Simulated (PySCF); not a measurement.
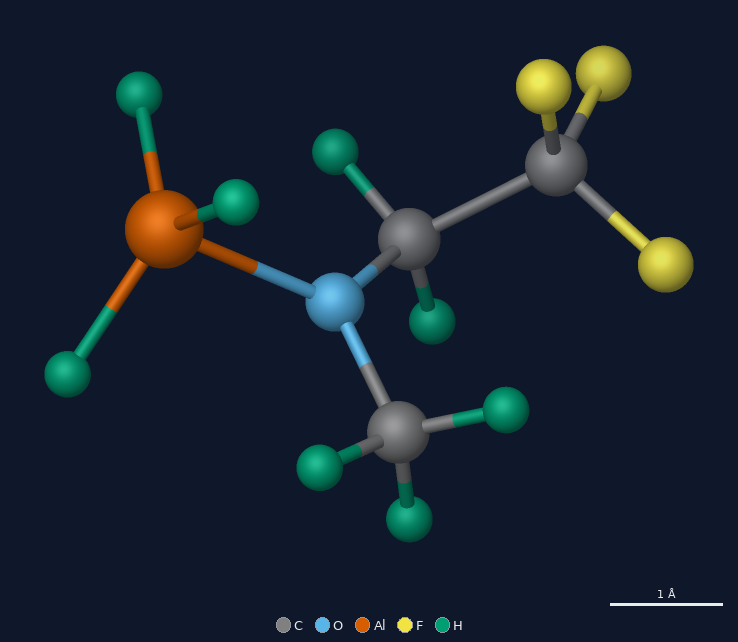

A ball-and-stick model of a molecule. Every bond is drawn as one stick, whatever its order.

The computed structure is the end point of a GFN2-xTB optimisation. No frequency run is at hand to confirm it as a minimum.

**Which formula does it have?**

C₃H₈AlF₃O, 16 atoms: 3 carbon, 8 hydrogen, 1 aluminium, 3 fluorine and 1 oxygen.

**Which point group does it belong to?**

C1.

**Name some functional groups or characteristic bonds that it holds.**

Among them: C–F bond.

The parts below concern this one geometry. Atoms keep their numbers from picture to picture.

Geometry

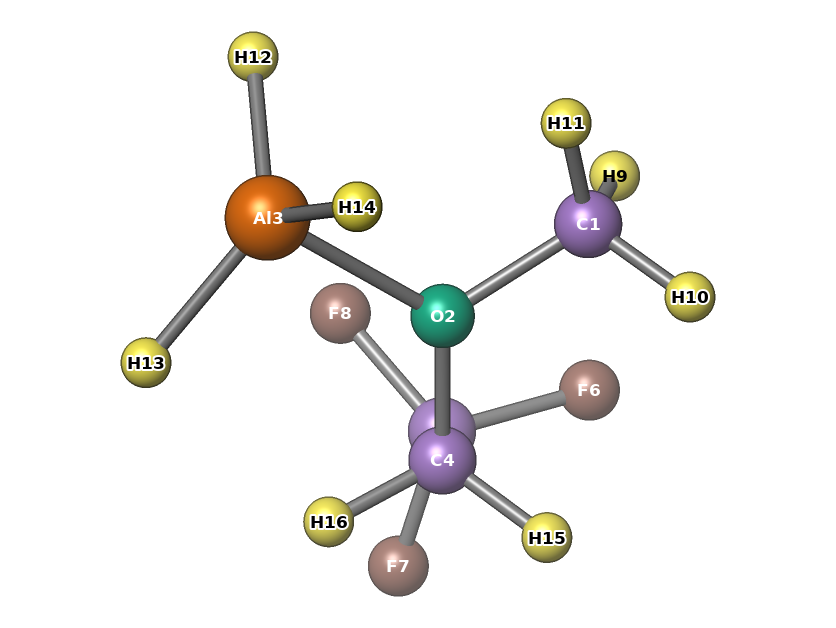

C5 lies behind C4. The molecule seen nearly along the C4–C5 bond, C4 in front. Atoms fade into the background with distance from the viewer. No frequency run is at hand to confirm it as a minimum.

**What is the torsion angle O2–C4–C5–F6? The sign is positive where the front bond must turn clockwise to cover the back bond.**

78°, synclinal (gauche). The bonds about C4–C5 are staggered.

Quadrupole coupling

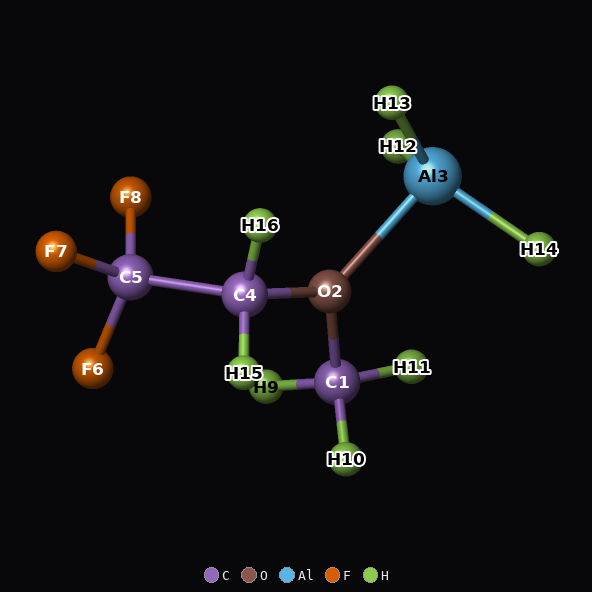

No frequency run is at hand to confirm it as a minimum. Electric field gradients from the ground-state density, PBE0/pcSseg-1 (PySCF 2.14.0), non-relativistic apart from any core potentials.

Give the largest field-gradient component, the quadrupole coupling constant and the asymmetry for 17O at O2 (Q = −25.6 mb), 27Al at Al3 (Q = 146.6 mb), 2H at H9 (Q = 2.86 mb), 2H at H10 (Q = 2.86 mb), 2H at H11 (Q = 2.86 mb), 2H at H12 (Q = 2.86 mb).

| atom | V_zz (a.u.) | e²qQ/h (MHz) | η |
| --- | --- | --- | --- |
| O2 | −2.062 | 12.40 | 0.74 |
| Al3 | 1.038 | 35.8 | 0.03 |
| H9 | 0.291 | 0.196 | 0.12 |
| H10 | 0.293 | 0.197 | 0.11 |
| H11 | 0.287 | 0.193 | 0.15 |
| H12 | 0.119 | 0.080 | 0.07 |

Excitation

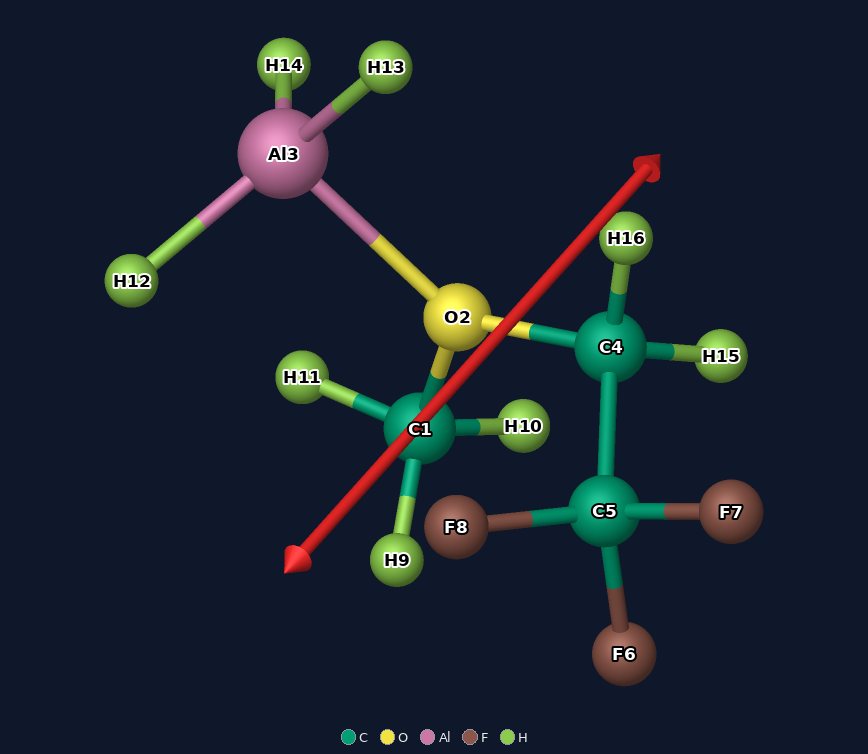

The double arrow shows the direction of the transition dipole to excited singlet state 3 (its length means nothing). No frequency run is at hand to confirm it as a minimum. Method: TDDFT PBE0/def2-SVPD, vertical, gas phase, core orbitals frozen in the response (PySCF 2.14.0).

**Where does the transition lie, and how strong is it?**

6.91 eV (179 nm), oscillator strength 0.051, mainly HOMO → LUMO+1 (weight 0.90); transition dipole 1.40 D.

NMR shielding

The questions are on isotropic NMR shieldings of the H atoms. No frequency run is at hand to confirm it as a minimum. Level of theory: GIAO PBE0/pcSseg-1 NMR shielding, non-relativistic, gas phase (PySCF 2.14.0).

**Which H atom is the most shielded (lowest chemical shift)?**

H10 (28.23 ppm).

**Which H atom is the least shielded (highest chemical shift)?**

H16 (26.63 ppm).

**How wide is the range of H shifts?**

1.60 ppm.

Give the isotropic NMR shieldings of the H atoms atom by atom.

| atom | σ (ppm) |
| --- | --- |
| H9 | 27.56 |
| H10 | 28.23 |
| H11 | 27.09 |
| H12 | 27.28 |
| H13 | 27.55 |
| H14 | 27.29 |
| H15 | 27.85 |
| H16 | 26.63 |

The geometry is semi-empirical. Around Al such bond lengths and angles can be off by a tenth of an ångström or more and by several degrees, and values that hang on the shape move with them.
